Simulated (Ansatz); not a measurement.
## Geometry relaxation, with input and output: AlPH3F3

- system: AlPH3F3
- method: RHF/def2-SVP (Ansatz 0.2.0)

It belongs to a series of runs on one base structure; here: end point B relaxed. Figures and captions count atoms from 1; the log counts them from 0 in places.

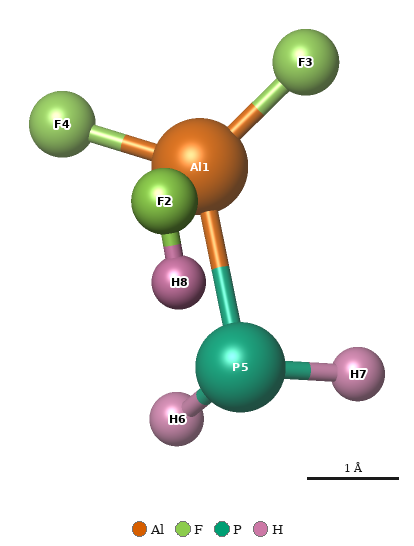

Fig. 1: The input geometry (ball-and-stick view, seen at an oblique angle; atoms are numbered from 1 in the order of the input). Sticks mark near contacts. Bond lengths as drawn: Al–F 1.64 Å, Al–P 2.29 Å, F–H 0.91 Å and H–P 1.41 Å.

**Input**
```yaml
crystal:
  periodic: [false, false, false]
  atoms:
    - { symbol: Al, position_ang: [0.104274, -0.573153, -0.402432] }
    - { symbol: F, position_ang: [-0.07687, 0.152589, 2.379654] }
    - { symbol: F, position_ang: [1.459907, 0.277781, -0.776311] }
    - { symbol: F, position_ang: [-1.340296, -0.000286, -0.935643] }
    - { symbol: P, position_ang: [0.195227, -2.549382, 0.75655] }
    - { symbol: H, position_ang: [-0.695617, -3.31404, -0.021429] }
    - { symbol: H, position_ang: [1.398436, -3.066536, 0.238565] }
    - { symbol: H, position_ang: [-0.087561, -0.726573, 2.622647] }
basis:
  gaussian: { orbitals: def2-SVP }
hamiltonian:
  xc: hf
relax:
  f_tol: 0.03
  max_steps: 50
output:
  orbitals: {}
```

Hardware: 1 thread of Arm Neoverse V2, 24 GiB of memory available, shared host.

Command:
```bash
ansatz run input.yaml --threads 1 --pin off --max-ram 2048MiB --backend cpu --events-out ev --progress --plain --runs-dir out
```

**What the program printed**
```
The last accepted step is kept in [file] (removed where the run ends without a failure and the disk answers)
Engine: ansatz 0.2.0, aarch64-unknown-linux-gnu
Functional definition: HF
  exchange = exact_x
  correlation = 0
921 factors; integrals over basis functions are off by at most 4.2e-4 eV
mean field evaluation 1: about -24008.9351 eV, gradient 4.5e1 eV
mean field evaluation 2: about -24008.9731 eV, gradient 4.5e1 eV
mean field evaluation 4: about -24012.9241 eV, gradient 2.5e0 eV
mean field evaluation 8: about -24012.9702 eV, gradient 6.7e-2 eV
mean field -24012.97027395 eV, -882.4603809917 hartree, gradient 3.8e-5 eV, S^2 0.000000; 0 other end points of the search recorded, 0 dependent functions left out
the calculation of the forces begins
reference -24012.97027395 eV, -882.4603809917 hartree; 29, 29 occupied and 64, 64 virtual orbitals, 921 factors
relax step   1: F+E_penalty+E_count = -24012.97027395 eV  Δ(F+E_penalty+E_count) = +0.000e0 eV  max|allowed force component| = 4.381e-1 eV/Å  Δτ_max = 0.0000 Å  (35 SCF iters, accepted)
these checks for a lower state are left out or cut short: starts, cluster_reference, orbital_swaps, neighbouring_geometries, increment
921 factors; integrals over basis functions are off by at most 5.2e-4 eV
mean field evaluation 16: about -24012.9634 eV, gradient 2.1e-3 eV
mean field -24012.96337430 eV, -882.4601274344 hartree, gradient 6.8e-5 eV, S^2 0.000000; 0 other end points of the search recorded, 0 dependent functions left out
[... from here on the field's lines of each further geometry are left out, up to the last ...]
relax step   2: F+E_penalty+E_count = -24012.96337430 eV  Δ(F+E_penalty+E_count) = +6.900e-3 eV  max|allowed force component| = 2.355e0 eV/Å  Δτ_max = 0.1949 Å  (31 SCF iters, rejected (line search))
relax step   3: F+E_penalty+E_count = -24013.01540066 eV  Δ(F+E_penalty+E_count) = -4.513e-2 eV  max|allowed force component| = 6.043e-1 eV/Å  Δτ_max = 0.0950 Å  (32 SCF iters, accepted)
relax step   4: F+E_penalty+E_count = -24013.05820959 eV  Δ(F+E_penalty+E_count) = -4.281e-2 eV  max|allowed force component| = 9.882e-1 eV/Å  Δτ_max = 0.0987 Å  (32 SCF iters, accepted)
relax step   5: F+E_penalty+E_count = -24013.15127931 eV  Δ(F+E_penalty+E_count) = -9.307e-2 eV  max|allowed force component| = 1.106e0 eV/Å  Δτ_max = 0.1469 Å  (31 SCF iters, accepted)
relax step   6: F+E_penalty+E_count = -24013.26767089 eV  Δ(F+E_penalty+E_count) = -1.164e-1 eV  max|allowed force component| = 1.062e0 eV/Å  Δτ_max = 0.1932 Å  (31 SCF iters, accepted)
relax step   7: F+E_penalty+E_count = -24013.29358662 eV  Δ(F+E_penalty+E_count) = -2.592e-2 eV  max|allowed force component| = 3.114e-1 eV/Å  Δτ_max = 0.0937 Å  (32 SCF iters, accepted)
relax step   8: F+E_penalty+E_count = -24013.29531573 eV  Δ(F+E_penalty+E_count) = -1.729e-3 eV  max|allowed force component| = 2.506e-1 eV/Å  Δτ_max = 0.1160 Å  (31 SCF iters, accepted)
relax step   9: F+E_penalty+E_count = -24013.30370299 eV  Δ(F+E_penalty+E_count) = -8.387e-3 eV  max|allowed force component| = 7.873e-2 eV/Å  Δτ_max = 0.0440 Å  (32 SCF iters, accepted)
relax step  10: F+E_penalty+E_count = -24013.30422682 eV  Δ(F+E_penalty+E_count) = -5.238e-4 eV  max|allowed force component| = 5.133e-2 eV/Å  Δτ_max = 0.0129 Å  (33 SCF iters, accepted)
relax step  11: F+E_penalty+E_count = -24013.30482018 eV  Δ(F+E_penalty+E_count) = -5.934e-4 eV  max|allowed force component| = 5.543e-2 eV/Å  Δτ_max = 0.0382 Å  (33 SCF iters, accepted)
the calculation of the forces begins
reference -24013.30509155 eV, -882.4726853118 hartree; 29, 29 occupied and 64, 64 virtual orbitals, 921 factors
relax step  12: F+E_penalty+E_count = -24013.30509155 eV  Δ(F+E_penalty+E_count) = -2.714e-4 eV  max|allowed force component| = 1.269e-2 eV/Å  Δτ_max = 0.0070 Å  (33 SCF iters, accepted)
921 factors; integrals over basis functions are off by at most 3.3e-4 eV
mean field evaluation 96: about -24013.3051 eV, gradient 6.8e-5 eV
```

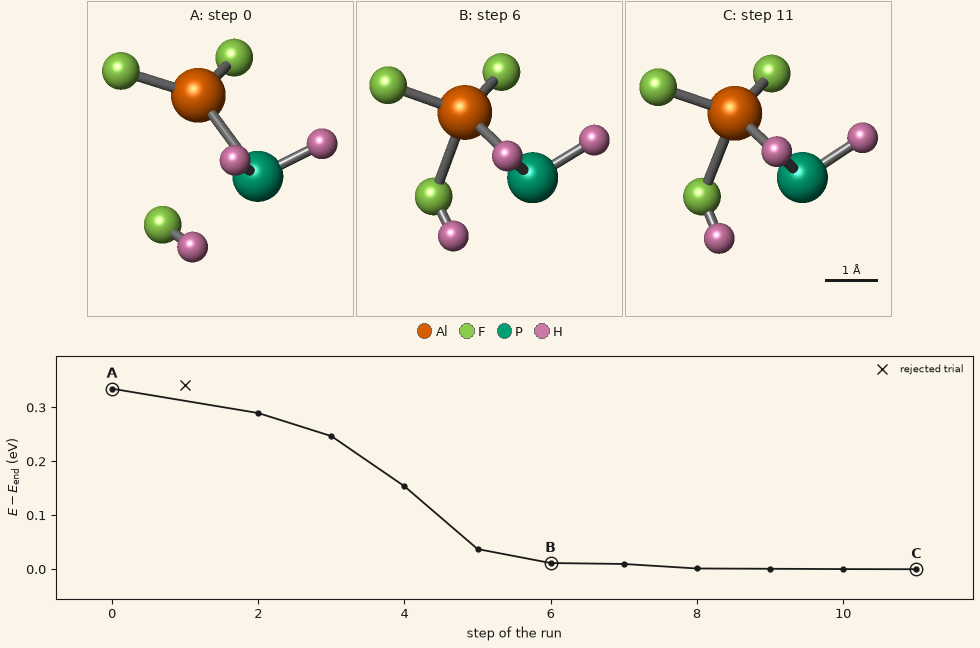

Fig. 2: Frames of the relaxation (ball-and-stick view, seen at a tilt) above the curves, on which the letters mark them (the first geometry is step 0 here and step 1 in the log).

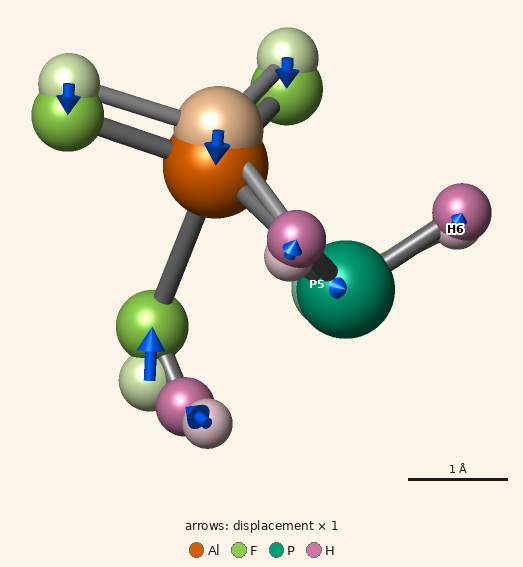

Fig. 3: Start (faint) and end (solid) with the displacements as blue arrows, at true length (ball-and-stick view, seen at a tilt). The two geometries are laid on each other by the best rigid fit. Over 11 geometry steps the energy falls by 0.335 eV. Largest force component: 0.44 eV/Å at the start, 0.013 eV/Å at the end. The line search rejected the trial step at point 1 (counted from 0) and went back. F2 moves most after the best rigid fit: 0.55 Å. By element the largest moves are F 0.55 Å, H 0.38 Å, Al 0.36 Å, P 0.24 Å. Among the contacts that change: Al1–F2 2.881 → 2.046 Å, Al1–P5 2.293 → 2.338 Å, Al1–F3 1.644 → 1.651 Å. New bonds form: Al1–F2 (2.88 → 2.05 Å). Among the angles that change: F3–Al1–P5 121.9° → 119.8°. (Atoms are counted from 1 in the order of the input.)

```
mean field -24013.30509155 eV, -882.4726853118 hartree, gradient 6.8e-5 eV, S^2 0.000000; 1 other end points of the search recorded, 0 dependent functions left out
the calculation of the forces begins
reference -24013.30509155 eV, -882.4726853118 hartree; 29, 29 occupied and 64, 64 virtual orbitals, 921 factors
Total energy: -24013.30509155 eV, -882.4726853118 hartree
Atom 0 at     0.090143    -0.580813    -0.044605 Å, force     0.012692     0.009853    -0.007498 eV/Å
Atom 1 at    -0.095407     0.234822     1.822310 Å, force    -0.003743     0.006001    -0.007266 eV/Å
Atom 2 at     1.460904     0.237484    -0.465389 Å, force    -0.012694    -0.004978     0.001743 eV/Å
Atom 3 at    -1.351922    -0.030110    -0.630166 Å, force     0.007654    -0.003094     0.001508 eV/Å
Atom 4 at     0.242918    -2.779363     0.734534 Å, force    -0.000200    -0.002663     0.003777 eV/Å
Atom 5 at    -0.686983    -3.375512    -0.141993 Å, force     0.004488    -0.001829     0.000606 eV/Å
Atom 6 at     1.418540    -3.163246     0.056581 Å, force    -0.009677     0.003757    -0.002633 eV/Å
Atom 7 at    -0.120693    -0.342863     2.530329 Å, force     0.001481    -0.007046     0.009763 eV/Å
Dipole moment:    -0.027049    -0.230706     0.689876 e Å
```

**Trajectory as extended XYZ (Å, eV, eV/Å), 12 frames, from step=1 to step=12**
```
8
Properties=species:S:1:pos:R:3:forces:R:3 step=1 energy=-24012.97027
Al    0.1043   -0.5732   -0.4024   -0.0127   0.4381   0.0473
F    -0.0769    0.1526    2.3797   -0.0050  -0.2797  -0.1946
F     1.4599    0.2778   -0.7763   -0.0287  -0.0433   0.0137
F    -1.3403   -0.0003   -0.9356    0.0043  -0.0018   0.0020
P     0.1952   -2.5494    0.7565    0.0438  -0.4256   0.0820
H    -0.6956   -3.3140   -0.0214   -0.0296   0.0009   0.0044
H     1.3984   -3.0665    0.2386    0.0271   0.0040   0.0052
H    -0.0876   -0.7266    2.6226    0.0007   0.3073   0.0402
8
Properties=species:S:1:pos:R:3:forces:R:3 step=2 energy=-24012.96337 accepted=F
Al    0.0956   -0.5346   -0.3303    0.0106  -0.0894   0.2704
F    -0.0846    0.1150    2.1885   -0.0075  -2.1547   1.4155
F     1.4609    0.2779   -0.7541   -0.0169   0.0501   0.0837
F    -1.3405    0.0148   -0.9117   -0.0199   0.0686   0.0728
P     0.2015   -2.5848    0.7521    0.0102  -0.1946   0.0155
H    -0.6976   -3.3285   -0.0376    0.0274  -0.0156  -0.0400
H     1.4077   -3.0820    0.2204   -0.0106  -0.0189  -0.0559
H    -0.0854   -0.6774    2.7342    0.0067   2.3546  -1.7619
8
Properties=species:S:1:pos:R:3:forces:R:3 step=3 energy=-24013.01540
Al    0.0968   -0.5313   -0.3343   -0.0902  -0.1192   0.0539
F    -0.0778    0.1361    2.2861   -0.0104  -0.5220  -0.0346
F     1.4583    0.2729   -0.7723    0.0634   0.1037   0.0931
F    -1.3389    0.0031   -0.9325    0.0102   0.0670   0.1244
P     0.1998   -2.5769    0.7541    0.0037  -0.1443   0.1124
H    -0.7002   -3.3239   -0.0299    0.0163   0.0100  -0.0470
H     1.4074   -3.0763    0.2299   -0.0031   0.0005  -0.0552
H    -0.0878   -0.7033    2.6606    0.0102   0.6043  -0.2469
8
Properties=species:S:1:pos:R:3:forces:R:3 step=4 energy=-24013.05821
Al    0.0955   -0.5406   -0.3101   -0.0381  -0.0207   0.2735
F    -0.0796    0.1376    2.1874   -0.0075  -0.8811   0.2502
F     1.4561    0.2868   -0.7208   -0.0139   0.0093   0.0745
F    -1.3429    0.0199   -0.8802    0.0288   0.0158   0.0842
P     0.2025   -2.6063    0.7584    0.0018  -0.0436  -0.0056
H    -0.6994   -3.3372   -0.0385    0.0303  -0.0296  -0.0433
H     1.4108   -3.0898    0.2209   -0.0094  -0.0382  -0.0572
H    -0.0855   -0.6699    2.6445    0.0080   0.9882  -0.5764
8
Properties=species:S:1:pos:R:3:forces:R:3 step=5 energy=-24013.15128
Al    0.0894   -0.5338   -0.2191   -0.0153  -0.0359   0.3846
F    -0.0795    0.1470    2.0408   -0.0028  -1.0035   0.3779
F     1.4514    0.2869   -0.6435    0.0030   0.0111   0.0808
F    -1.3450    0.0260   -0.8008   -0.0147   0.0207   0.0814
P     0.2074   -2.6472    0.7678    0.0147  -0.0506  -0.0984
H    -0.6943   -3.3506   -0.0552    0.0248  -0.0186  -0.0101
H     1.4123   -3.1061    0.1993   -0.0165  -0.0291  -0.0240
H    -0.0842   -0.6217    2.5722    0.0068   1.1059  -0.7921
8
Properties=species:S:1:pos:R:3:forces:R:3 step=6 energy=-24013.26767
Al    0.0821   -0.5260   -0.0999   -0.0486  -0.0805   0.2016
F    -0.0800    0.1615    1.8481   -0.0108  -0.9439   0.8185
F     1.4449    0.2900   -0.5320    0.1018   0.0249   0.0089
F    -1.3508    0.0379   -0.6869   -0.0571  -0.0105   0.0190
P     0.2149   -2.6991    0.7682    0.0295  -0.0934  -0.1456
H    -0.6872   -3.3788   -0.0760    0.0161   0.0280   0.0274
H     1.4158   -3.1383    0.1730   -0.0300   0.0136   0.0128
H    -0.0823   -0.5469    2.4672   -0.0010   1.0616  -0.9427
8
Properties=species:S:1:pos:R:3:forces:R:3 step=7 energy=-24013.29359
Al    0.0803   -0.5387   -0.0488    0.1967   0.1159  -0.3114
F    -0.0873    0.2052    1.8194   -0.0044  -0.1646   0.1924
F     1.4578    0.2781   -0.4920   -0.2888  -0.1861   0.1338
F    -1.3598    0.0181   -0.6439    0.1102  -0.0585   0.0828
P     0.2244   -2.7428    0.7417    0.0059   0.0079   0.0514
H    -0.6877   -3.3990   -0.1091    0.0222   0.0556  -0.0157
H     1.4233   -3.1665    0.1333   -0.0348   0.0412  -0.0276
H    -0.0934   -0.4540    2.4610   -0.0070   0.1886  -0.1058
8
Properties=species:S:1:pos:R:3:forces:R:3 step=8 energy=-24013.29532
Al    0.1063   -0.5845   -0.0678   -0.0962   0.2506   0.1279
F    -0.0821    0.2439    1.8143    0.0046  -0.2107   0.1282
F     1.4704    0.2562   -0.4580    0.0113  -0.0143  -0.0897
F    -1.3598   -0.0315   -0.5872    0.0230  -0.0010  -0.1138
P     0.2445   -2.7604    0.7213    0.0403  -0.2035   0.0774
H    -0.6930   -3.3840   -0.1270    0.0182   0.0261  -0.0154
H     1.4205   -3.1789    0.0657   -0.0179   0.0025  -0.0060
H    -0.1493   -0.3604    2.5004    0.0166   0.1504  -0.1085
8
Properties=species:S:1:pos:R:3:forces:R:3 step=9 energy=-24013.30370
Al    0.0896   -0.5686   -0.0487   -0.0493  -0.0472   0.0081
F    -0.0866    0.2280    1.8280   -0.0035   0.0081  -0.0594
F     1.4579    0.2406   -0.4797    0.0787   0.0661  -0.0228
F    -1.3555   -0.0244   -0.6304   -0.0103   0.0136   0.0003
P     0.2387   -2.7619    0.7414   -0.0174  -0.0215   0.0309
H    -0.6869   -3.3648   -0.1339    0.0051  -0.0133  -0.0040
H     1.4206   -3.1587    0.0841   -0.0031   0.0061  -0.0171
H    -0.1204   -0.3898    2.5008   -0.0002  -0.0118   0.0640
8
Properties=species:S:1:pos:R:3:forces:R:3 step=10 energy=-24013.30423
Al    0.0930   -0.5713   -0.0490    0.0176   0.0168  -0.0097
F    -0.0889    0.2286    1.8269    0.0014  -0.0094  -0.0297
F     1.4630    0.2469   -0.4765   -0.0513  -0.0299   0.0191
F    -1.3529   -0.0296   -0.6323    0.0077   0.0176  -0.0034
P     0.2352   -2.7668    0.7430    0.0224   0.0047  -0.0017
H    -0.6880   -3.3736   -0.1324   -0.0047   0.0078  -0.0050
H     1.4149   -3.1521    0.0746    0.0083  -0.0168   0.0014
H    -0.1189   -0.3817    2.5073   -0.0013   0.0093   0.0290
8
Properties=species:S:1:pos:R:3:forces:R:3 step=11 energy=-24013.30482
Al    0.0913   -0.5770   -0.0427    0.0049  -0.0014  -0.0385
F    -0.0937    0.2361    1.8256    0.0003   0.0243  -0.0554
F     1.4616    0.2388   -0.4685   -0.0083   0.0034   0.0118
F    -1.3512   -0.0322   -0.6313   -0.0039   0.0156   0.0054
P     0.2407   -2.7750    0.7338    0.0134  -0.0411   0.0166
H    -0.6862   -3.3792   -0.1404   -0.0035   0.0203   0.0033
H     1.4165   -3.1623    0.0583   -0.0021   0.0108   0.0054
H    -0.1214   -0.3489    2.5267   -0.0008  -0.0320   0.0515
8
Properties=species:S:1:pos:R:3:forces:R:3 step=12 energy=-24013.30509
Al    0.0901   -0.5808   -0.0446    0.0127   0.0099  -0.0075
F    -0.0954    0.2348    1.8223   -0.0037   0.0060  -0.0073
F     1.4609    0.2375   -0.4654   -0.0127  -0.0050   0.0017
F    -1.3519   -0.0301   -0.6302    0.0077  -0.0031   0.0015
P     0.2429   -2.7794    0.7345   -0.0002  -0.0027   0.0038
H    -0.6870   -3.3755   -0.1420    0.0045  -0.0018   0.0006
H     1.4185   -3.1632    0.0566   -0.0097   0.0038  -0.0026
H    -0.1207   -0.3429    2.5303    0.0015  -0.0070   0.0098
```

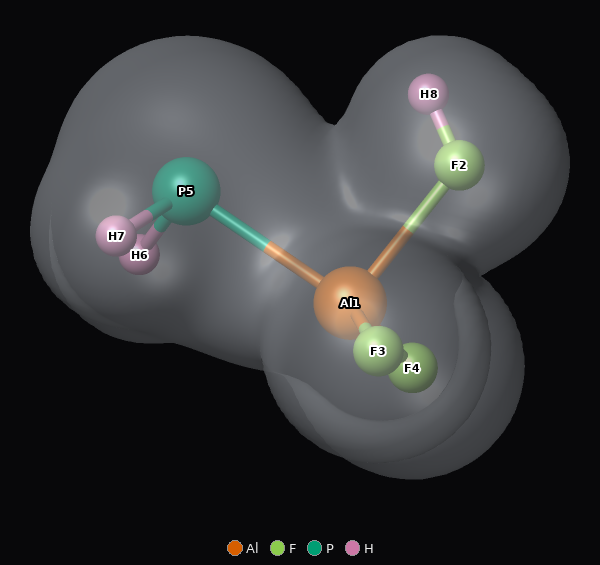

Fig. 4: Isosurface of the electron density at 0.05 e/Å³ (grey), seen at a tilt. At this value the surface is in one piece. On the grid the lowest density along these lines, outside the cores, is 0.7 e/Å³ (Al–F, 1.65 Å), 0.46 e/Å³ (Al–P, 2.34 Å), 2.3 e/Å³ (F–H, 0.91 Å) and 1 e/Å³ (P–H, 1.41 Å).

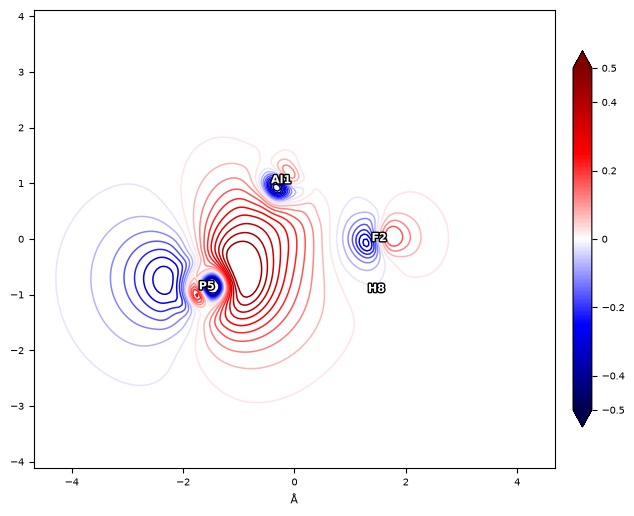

Fig. 5: One frontier orbital on the plane of atoms Al1, F2 and H8 (values in Å⁻³ᐟ²; the overall sign is arbitrary). The HOMO−1, at −12.48 eV.

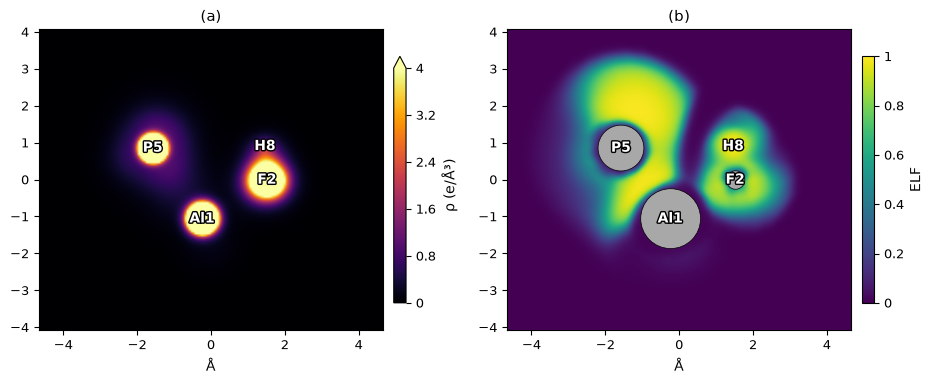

Fig. 6: (a) electron density; (b) electron localisation function on the plane of atoms F2, Al1 and P5. Grey discs, where drawn, cover atomic cores. The section cuts through Al, F, P and H sites. F–H (0.91 Å): ρ is about 4.8 e/Å³ halfway; the ELF climbs to about 1 towards the hydrogen, as it does in any bond to H (a covalent bond by its length).

**Key numbers**

```json
{"quantity": "outcome", "value": "converged"}
{"quantity": "total energy", "value": "−24013.3051 eV"}
{"quantity": "mean-field energy", "value": "−24013.3051 eV"}
{"quantity": "largest force (length of the vector) at the end", "value": "0.018 eV/Å"}
{"quantity": "wall time", "value": "17 s"}
{"quantity": "peak memory", "value": "0.17 GiB"}
```
